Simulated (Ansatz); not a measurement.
**A computed series for Si: response to strain**

The parent structure is Si (space group P6_3/mmc, No. 194; a cell from a computed database, its experimental status unchecked).

```xyz
4
Lattice="3.8320 0.0000 0.0000 -1.9160 3.3186 0.0000 0.0000 0.0000 6.3417" Properties=species:S:1:pos:R:3 pbc="T T T"
Si     0.0000     2.2124     0.4000
Si     1.9160     1.1062     5.9416
Si     1.9160     1.1062     3.5708
Si     0.0000     2.2124     2.7708
```

Strains are applied to the cell and any free atomic positions relax.

Level of theory: r2SCAN (Ansatz, an electronic-structure program), no SOC, earlier PAW set.

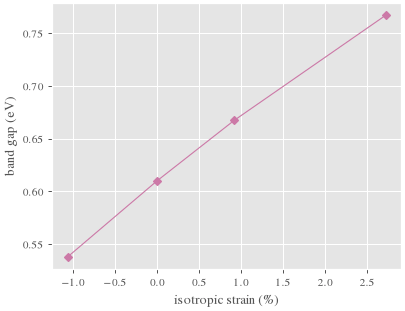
Figure: Band gap against isotropic strain

Q: From the plot, what is the band gap for isotropic strain +2.72 %?

A: About 0.77 eV.

Q: Is the trend monotonic over the range shown?

A: Yes, it rises throughout, spanning 0.54 eV to 0.77 eV.

Gaps are Kohn–Sham eigenvalue differences; semilocal functionals usually give less than the measured gap. Stability against distortions was not tested. This is not the structure that Si has at room temperature and ambient pressure.
